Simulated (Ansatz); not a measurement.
```xyz
15

Si   -0.6094    1.1445   -0.3240
S     0.5866   -2.8053   -1.8126
H    -1.6858    0.6221   -1.1970
H    -1.1022    2.3788    0.3357
C     0.9353    1.4993   -1.3174
H     0.2763   -2.1377   -0.7001
O    -0.2908    0.0156    0.8411
Si   -0.2975   -0.5195    2.3937
H    -0.6748   -2.8631   -2.2450
H     0.7341    2.2577   -2.0785
H     1.2867    0.5967   -1.8210
H     1.7375    1.8687   -0.6745
H    -1.1084   -1.7528    2.4878
H     1.0860   -0.8158    2.8232
H    -0.8737    0.5107    3.2885
```

The calculation used Ansatz, RHF/def2-SVP.

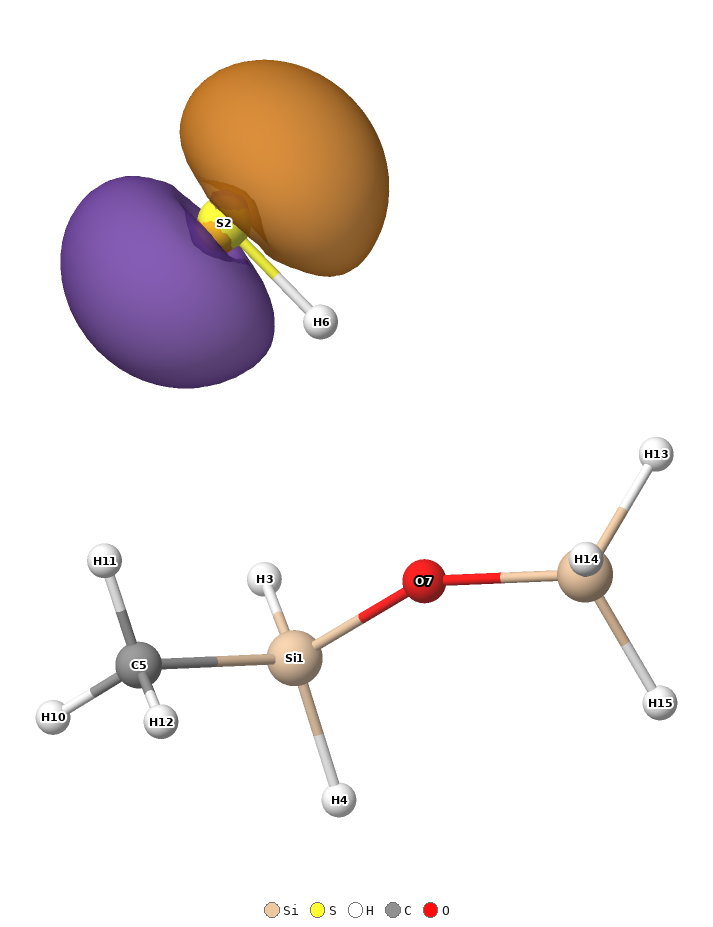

CH8OSi2···H2S. The HOMO at ±0.15 Å⁻³ᐟ² (orange and purple are the two phases), seen across its widest extent.

Q: Describe this orbital and give its energy.

A: Its weight (Hirshfeld) is mainly on S2 (about 90 %); largely a lone pair of S2. Its energy is −10.26 eV.
